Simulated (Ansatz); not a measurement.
# H5OSbSi: reading failed and doubtful runs

4 inputs were typed for H5OSbSi. Each is run as it stands; the log then has to tell whether the result can be used.

The runs use Ansatz 0.2.0, Gaussian basis; the settings change from run to run.

### Step 1. The molecule

The structure was relaxed beforehand with PBE0-D4 in a triple-zeta def2 set. Sb takes a core potential in def2 sets; no spin-orbit term is included.

SMILES `[OH][SbH][SiH3]`, 8 atoms, charge 0, spin multiplicity 1.

Atoms are counted from 1 here; the program's logs count them from 0.

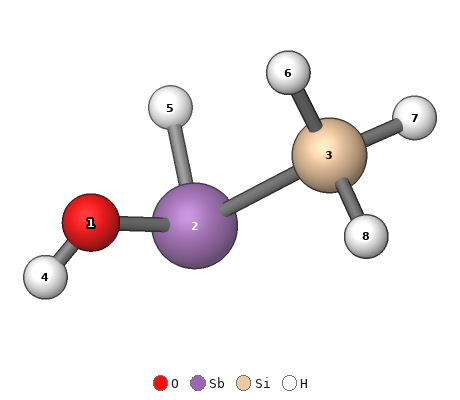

The structure; oxygen red, antimony purple, silicon light orange, hydrogen white; atoms are numbered from 1 in the order of the file.

### Step 2. Input 1

Input file in.yaml:

```yaml
crystal:
  periodic: [false, false, false]
  atoms:
    - {symbol: O, position_ang: [-1.836829, 0.555412, -0.858035]}
    - {symbol: Sb, position_ang: [0.127070, 0.572929, -1.305412]}
    - {symbol: Si, position_ang: [0.793578, -0.741842, 0.798842]}
    - {symbol: H, position_ang: [-2.408512, 0.459700, -1.571265]}
    - {symbol: H, position_ang: [0.467238, 2.090894, -0.530159]}
    - {symbol: H, position_ang: [0.131523, -0.241179, 1.960355]}
    - {symbol: H, position_ang: [2.280346, -0.581527, 0.967670]}
    - {symbol: H, position_ang: [0.488642, -2.198039, 0.542499]}
basis:
  gaussian: {orbitals: def2-SVPD, fitting: {mean_field: cc-pVTZ-jkfit}}
hamiltonian: {xc: {name: B2PLYP}}
```

Run with:

```console
ansatz run in.yaml --threads 2 --pin off --events-out ev --progress --plain --max-ram 4352MiB
```

The program printed:

```text
Functional definition: B2PLYP
  name "B2PLYP"
  cite "Grimme, J. Chem. Phys. 124, 034108 (2006) doi:10.1063/1.2148954"
  cite "Becke, Phys. Rev. A 38, 3098 (1988) doi:10.1103/PhysRevA.38.3098"
  cite "Lee, Yang & Parr, Phys. Rev. B 37, 785 (1988) doi:10.1103/PhysRevB.37.785"
  parameter a = 0.53
  parameter c = 0.27
  exchange = (1 - a)*b88_x + a*exact_x
  correlation = (1 - c)*lyp_c + c*(mp2_os + mp2_ss)
Error: <dir> the basis set cc-pVTZ-JKFIT has no functions for Sb
```

Wall time 0.1 s (2 threads of Arm Neoverse V1, shared host).

**Diagnosis.** The program refused the input. The fitting set named has no entry for an element of this molecule. Cure: leave the fitting key out, or name a set that covers all elements and suits the basis. Its coordinates are also moved off the relaxed structure.

### Step 3. Input 2

Input file in.yaml:

```yaml
crystal:
  periodic: [false, false, false]
  atoms:
    - {symbol: O, position_ang: [-1.083802, 0.339848, -0.566833]}
    - {symbol: Sb, position_ang: [0.073890, 0.348312, -0.803425]}
    - {symbol: Si, position_ang: [0.484350, -0.524052, 0.530821]}
    - {symbol: H, position_ang: [-1.649757, 0.317687, -0.957457]}
    - {symbol: H, position_ang: [0.333006, 1.436658, -0.375169]}
    - {symbol: H, position_ang: [0.070965, -0.169741, 1.177494]}
    - {symbol: H, position_ang: [1.594594, -0.425495, 0.565408]}
    - {symbol: H, position_ang: [0.341272, -1.530828, 0.336940]}
basis:
  gaussian: {orbitals: def2-TZVPP, nuclear_model: gaussian}
hamiltonian: {xc: {name: B97M-V}}
output: {forces: true}
```

Launched as before.

The program printed:

```text
Functional definition: B97M-V
  name "B97M-V"
  cite "Mardirossian & Head-Gordon, J. Chem. Phys. 142, 074111 (2015) doi:10.1063/1.4907719"
  cite "Becke, J. Chem. Phys. 107, 8554 (1997) doi:10.1063/1.475007"
  cite "Vydrov & Van Voorhis, J. Chem. Phys. 133, 244103 (2010) doi:10.1063/1.3521275"
  # Of w^i u^j: cxij and so on, Table III.
  parameter cx00 = 1.000
  parameter cx01 = 1.308
  parameter cx02 = 1.901
  parameter cx10 = 0.416
  parameter cx11 = 3.070
  parameter css00 = 1.000
  parameter css02 = -1.855
  parameter css10 = -5.668
  parameter css32 = -20.497
  parameter css42 = -20.364
  parameter cos00 = 1.000
  parameter cos01 = 1.573
  parameter cos03 = -6.298
  parameter cos10 = 2.535
  parameter cos32 = -6.427
  parameter b = 6.0
  parameter c = 0.01
  gx(w, u) = cx00 + cx01*u + cx02*u^2 + (cx10 + cx11*u)*w
  gss(w, u) = css00 + css02*u^2 + css10*w + (css32*w^3 + css42*w^4)*u^2
  gos(w, u) = cos00 + cos01*u + cos03*u^3 + cos10*w + cos32*w^3*u^2
  exchange = spin_sum(e_x_unif_s*gx(b97_w, b97_u_x))
  correlation = spin_sum(e_c_pw_mod_same_spin*gss(b97_w, b97_u_same))
      + integral(e_c_pw_mod_opposite_spin*gos(b97_w_opposite, b97_u_opposite)) + vv10(b, c)
1117 factors; their error is unknown
mean field evaluation 1: about -16453.8129 eV, gradient 9.9e1 eV
mean field evaluation 2: about -16431.2316 eV, gradient 1.5e2 eV
mean field evaluation 4: about -16468.4881 eV, gradient 9.5e0 eV
mean field evaluation 8: about -16468.6458 eV, gradient 2.7e-1 eV
mean field evaluation 16: about -16468.6192 eV, gradient 5.4e-3 eV
mean field -16468.61924559 eV, -605.2105944446 hartree, gradient 6.8e-5 eV, S^2 0.000000; 0 other end points of the search recorded, 0 dependent functions left out
the calculation of the forces begins
reference -16468.61930494 eV, -605.2105966255 hartree; 25, 25 occupied and 168, 168 virtual orbitals, 1117 factors
Total energy: -16468.61930494 eV, -605.2105966255 hartree
Atom 0 at    -1.083802     0.339848    -0.566833 Å, force  -133.292302    -0.119235    50.018395 eV/Å
Atom 1 at     0.073890     0.348312    -0.803425 Å, force   145.105179     6.943504   -82.037501 eV/Å
Atom 2 at     0.484350    -0.524052     0.530821 Å, force    32.941291   -30.550215    -0.270678 eV/Å
Atom 3 at    -1.649757     0.317687    -0.957457 Å, force   -34.060972    -1.122854   -19.737361 eV/Å
Atom 4 at     0.333006     1.436658    -0.375169 Å, force     6.363250    23.198427     8.478623 eV/Å
Atom 5 at     0.070965    -0.169741     1.177494 Å, force   -29.064157    24.098768    45.251211 eV/Å
Atom 6 at     1.594594    -0.425495     0.565408 Å, force    16.099581     0.938171     2.052614 eV/Å
Atom 7 at     0.341272    -1.530828     0.336940 Å, force    -4.091870   -23.386566    -3.755303 eV/Å
Dipole moment:    -0.636517     0.001788     0.204100 e Å
```

Run time: 14 s. Hardware: 2 threads of Arm Neoverse V1, shared host; peak memory 0.3 GiB.

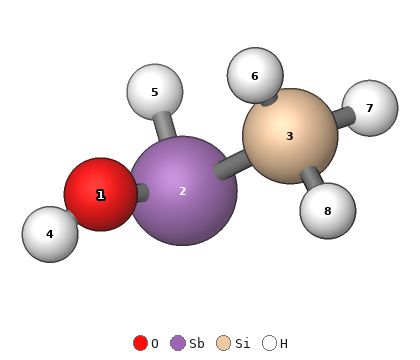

The geometry of this input.

What is wrong: The run converged, but a converged run isn't a right one. The geometry is squeezed well below its size. The shortest distance is 0.69 Å (O1–H4), against 0.96 Å in the relaxed molecule. Its energy is no property of the relaxed molecule. To mend it, use the relaxed coordinates.

### Step 4. Input 3

Input file in.yaml:

```yaml
crystal:
  periodic: [false, false, false]
  atoms:
    - {symbol: O, position_ang: [-1.806337, 0.566414, -0.809762]}
    - {symbol: Sb, position_ang: [0.105558, 0.580520, -1.339041]}
    - {symbol: Si, position_ang: [0.807251, -0.748645, 0.758316]}
    - {symbol: H, position_ang: [-2.356795, 0.529478, -1.595762]}
    - {symbol: H, position_ang: [0.475723, 2.052368, -0.535955]}
    - {symbol: H, position_ang: [0.101378, -0.242487, 1.962490]}
    - {symbol: H, position_ang: [2.277991, -0.607850, 0.942347]}
    - {symbol: H, position_ang: [0.487531, -2.186897, 0.561567]}
basis:
  gaussian: {orbitals: x2c-TZVPPall, final_grid: {core_spheres: 1, valence_spheres: 1, degree: 1}}
hamiltonian: {xc: {name: PBE}}
```

Same command.

The program printed:

```text
Functional definition: PBE
  name "PBE"
  cite "Perdew, Burke & Ernzerhof, Phys. Rev. Lett. 77, 3865 (1996) doi:10.1103/PhysRevLett.77.3865"
  parent pbe
  parameter kappa = 0.804
  parameter beta = 0.06672455060314922
  exchange = pbe_x(kappa = kappa, mu = beta*pi^2/3)
  correlation = pbe_c(beta = beta)
1231 factors; their error is unknown
mean field evaluation 1: about -186353.7873 eV, gradient 6.7e1 eV
mean field evaluation 2: about -186239.4905 eV, gradient 1.9e2 eV
mean field evaluation 4: about -186360.8927 eV, gradient 2.1e1 eV
mean field evaluation 8: about -186361.9319 eV, gradient 1.9e-1 eV
mean field evaluation 16: about -186710.7774 eV, gradient 1.4e2 eV
mean field evaluation 32: about -186880.8906 eV, gradient 4.8e-3 eV
a density is far from that of the atoms, so the factors are made again for it
1955 factors; integrals over basis functions are off by at most 1.5e-4 eV
mean field evaluation 64: about -186309.2012 eV, gradient 8.7e1 eV
mean field -186880.58643433 eV, -6867.7348792505 hartree, gradient 2.6e-5 eV, S^2 0.000000; 0 other end points of the search recorded, 0 dependent functions left out
reference -186880.58659965 eV, -6867.7348853259 hartree; 39, 39 occupied and 164, 164 virtual orbitals, 1955 factors
Total energy: -186880.58659965 eV, -6867.7348853259 hartree
Relativity: scalar
```

Wall time 24 s (2 threads of Arm Neoverse V1, shared host); peak memory 0.49 GiB.

What is wrong: The run converged, but a converged run isn't a right one. The integration grid is far too coarse. Its energy carries the error of the grid. To mend it, drop final_grid and take the default grid.

### Step 5. Input 4

Input file in.yaml:

```yaml
crystal:
  periodic: [false, false, false]
  atoms:
    - {symbol: O, position_ang: [-1.911589, 0.637843, -0.828729]}
    - {symbol: Sb, position_ang: [0.176180, 0.705930, -1.352600]}
    - {symbol: Si, position_ang: [0.832650, -0.621326, 0.845907]}
    - {symbol: H, position_ang: [-2.228975, 0.591688, -1.508217]}
    - {symbol: H, position_ang: [0.643698, 2.138649, -0.499806]}
    - {symbol: H, position_ang: [0.114656, -0.238723, 1.998035]}
    - {symbol: H, position_ang: [2.196175, -0.670417, 0.791023]}
    - {symbol: H, position_ang: [0.445382, -2.136662, 0.474458]}
basis:
  gaussian: {orbitals: def2-SVP, final_grid: {core_spheres: 8, valence_spheres: 7, degree: 23}}
total_charge: -1
magnetization: {spin_polarized: true, initial_magnetization: 1}
hamiltonian: {xc: {name: B3LYP5}}
scf: {lower_state_search: off}
relax: {f_tol: 0.001, max_steps: 1}
output: {forces: true}
```

Same command.

The program printed:

```text
Functional definition: B3LYP5
  name "B3LYP5"
  cite "Stephens, Devlin, Chabalowski & Frisch, J. Phys. Chem. 98, 11623 (1994) doi:10.1021/j100096a001"
  cite "Becke, Phys. Rev. A 38, 3098 (1988) doi:10.1103/PhysRevA.38.3098"
  cite "Lee, Yang & Parr, Phys. Rev. B 37, 785 (1988) doi:10.1103/PhysRevB.37.785"
  cite "Vosko, Wilk & Nusair, Can. J. Phys. 58, 1200 (1980) doi:10.1139/p80-159"
  parameter a0 = 0.2
  parameter ax = 0.72
  parameter ac = 0.81
  exchange = (1 - a0 - ax)*slater_x + ax*b88_x + a0*exact_x
  correlation = (1 - ac)*vwn5_c + ac*lyp_c
these checks for a lower state are left out or cut short: stability, starts, cluster_reference, orbital_swaps, neighbouring_geometries, increment
951 factors; integrals over basis functions are off by at most 5.3e-4 eV
mean field evaluation 1: about -16531.3326 eV, gradient 2.5e1 eV
mean field evaluation 2: about -16516.8371 eV, gradient 6.3e1 eV
mean field evaluation 4: about -16533.7421 eV, gradient 2.7e0 eV
mean field evaluation 8: about -16533.7904 eV, gradient 6.6e-2 eV
mean field evaluation 16: about -16533.7904 eV, gradient 1.4e-4 eV
mean field -16533.79044971 eV, -607.6055920210 hartree, gradient 5.9e-6 eV, S^2 0.753093; 0 other end points of the search recorded, 0 dependent functions left out
the calculation of the forces begins
reference -16533.79066925 eV, -607.6056000892 hartree; 26, 25 occupied and 57, 58 virtual orbitals, 951 factors
relax step   1: F+E_penalty+E_count = -16533.79044971 eV  Δ(F+E_penalty+E_count) = +0.000e0 eV  max|allowed force component| = 2.331e1 eV/Å  Δτ_max = 0.0000 Å  (17 SCF iters, accepted)
Error: geometry relaxation did not converge after 1 steps: max|allowed force component| = 2.33e1 eV/Å (threshold 1.0e-3). Raise `relax.max_steps` over both its present limit and 1, loosen `relax.f_tol`, or start from a geometry closer to equilibrium. Where this run's directory can be resumed (`checkpoint.write`), a resume goes on for up to `relax.max_steps` more
```

Wall time 2.1 s (2 threads of Arm Neoverse V1, shared host).

Diagnosis: The run did not converge. The relaxation is allowed too few steps for its threshold. The start was also shaken off the relaxed geometry, so there is far to go. It also asks for charge -1 and multiplicity 2, another species or state than the molecule above. Fix: raise relax.max_steps, and set charge and spin to those of the species named.

### Step 6. How the tries ended

```csv
input,level,ended,cause,time
1,B2PLYP/def2-SVPD,refused,the fitting set named has no entry for an element of this molecule,0.1 s
2,B97M-V/def2-TZVPP,converged,the geometry is squeezed well below its size,14 s
3,PBE/x2c-TZVPPall,converged,the integration grid is far too coarse,24 s
4,B3LYP5/def2-SVP,not converged,the relaxation is allowed too few steps for its threshold,2.1 s
```

1 refused, 2 converged, 1 not converged. A refusal costs next to no computing time. The dangerous case is the input that converges on a wrong geometry, charge, spin, basis or grid: often only a look at the input shows it.
